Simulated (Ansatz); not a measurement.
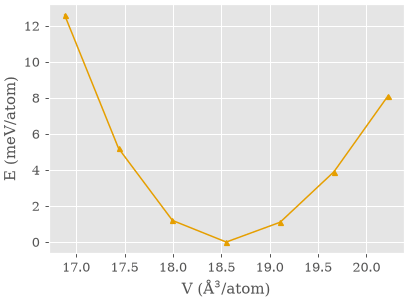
*CsHO in space group Cmc2_1 (No. 36; Cs on 4a, H on 4a, O on 4a) under volume change, r²SCAN in the plane-wave PAW code Ansatz, shape and atoms relaxed at each volume.*

### Question
What does a third-order Birch–Murnaghan fit give for V₀, B₀ and B′?

### Answer
V₀ = 18.55 Å³/atom, B₀ = 21.2 GPa, B′ = 6.5.

The first step of the workflow began from a Materials Project structure, measured or hypothetical; the Crystallography Open Database copy checked does not list it. Its standing as an ambient phase is unchecked. The r²SCAN relaxation kept the symmetry of its start; its stability against distortions is not shown here. Scalar-relativistic: spin–orbit coupling is off unless named, which matters more the heavier the elements.

Potentials: the later of the program's two PAW sets.
